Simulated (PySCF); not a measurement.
# Cl4Si: what the fields show

```xyz
5

Cl   -1.1697   -1.1724   -1.1808
Si    0.0040    0.0013   -0.0067
Cl   -0.7158    1.9030   -0.0143
Cl   -0.0039   -0.7183    1.8952
Cl    1.9059   -0.0068   -0.7261
```

Geometry: PBE0-D3(BJ)/def2-SVP.

The calculation used DFT single point, gas phase, functional PBE0 in PySCF.

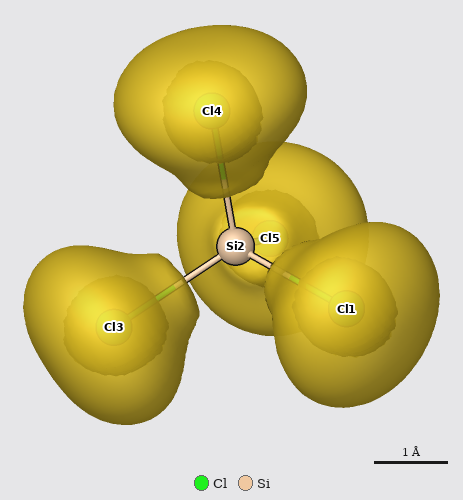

Figure 1. Isosurface of the electron localisation function at 0.75 (yellow), seen at a tilt. Only the valence region is drawn (cores and ρ < 0.01 e/Å³ removed).

Question: What do the ELF domains correspond to?

Answer: The surface consists of four regions on Cl in which the atom's valence shell and bonds are merged. Along the contacts the grid gives the following. Si–Cl (2.03 Å): the ELF peaks at about 0.85 between the atoms; a shared but strongly polarised pair.

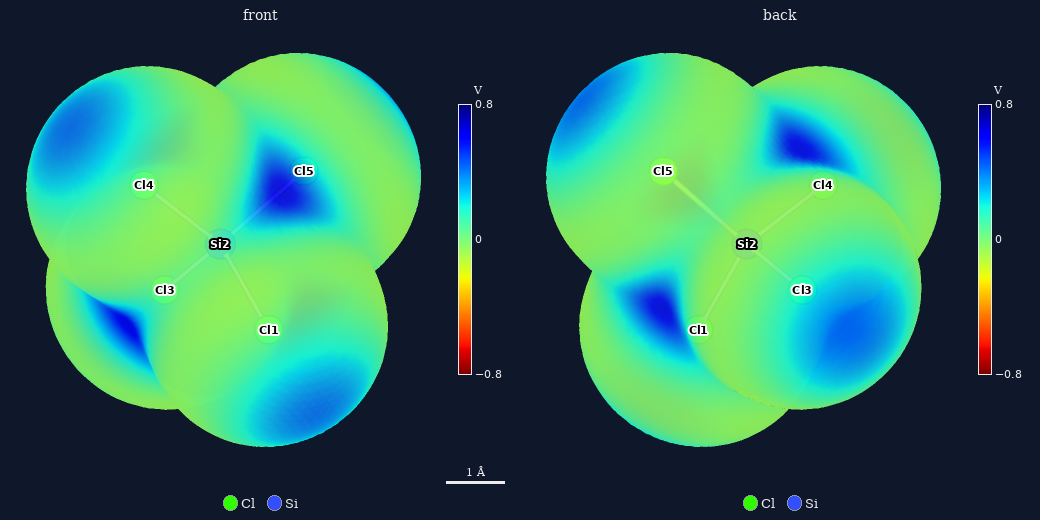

Figure 2. The electrostatic potential painted on the density surface at 0.001 e/bohr³, seen from the front and from behind; red is negative and blue positive.

Question: Where is the surface potential most negative and most positive?

Answer: The most negative region (about −0.1 V) lies over Cl1, Cl3, Cl4 and Cl5, the most positive (about +0.6 V, or +14 kcal/mol for a unit charge) over Si2. Cl1 shows a σ-hole: about +0.4 V, or +9 kcal/mol for a unit charge at the tip opposite its bond, against about 0.0 V on its flanks. Cl3 shows a σ-hole: about +0.4 V, or +9 kcal/mol for a unit charge at the tip opposite its bond, against about 0.0 V on its flanks. Cl4 shows a σ-hole: about +0.4 V, or +9 kcal/mol for a unit charge at the tip opposite its bond, against about 0.0 V on its flanks. Cl5 shows a σ-hole: about +0.4 V, or +9 kcal/mol for a unit charge at the tip opposite its bond, against about 0.0 V on its flanks.

Question: How polar is the molecule by this calculation?

Answer: Its dipole moment is zero.

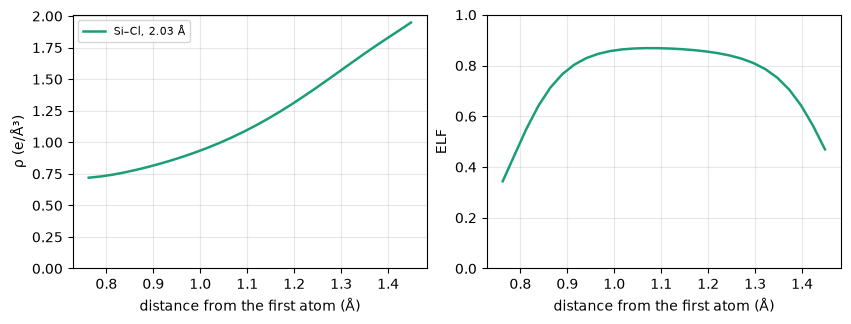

Figure 3. Electron density and ELF along straight lines between neighbouring atoms. The curves leave out the atomic cores.

Question: What kind of bonding do the profiles show?

Answer: Si–Cl (2.03 Å): ρ at the midpoint is about 0.96 e/Å³; the ELF peaks at about 0.85 between the atoms; a polar covalent bond.
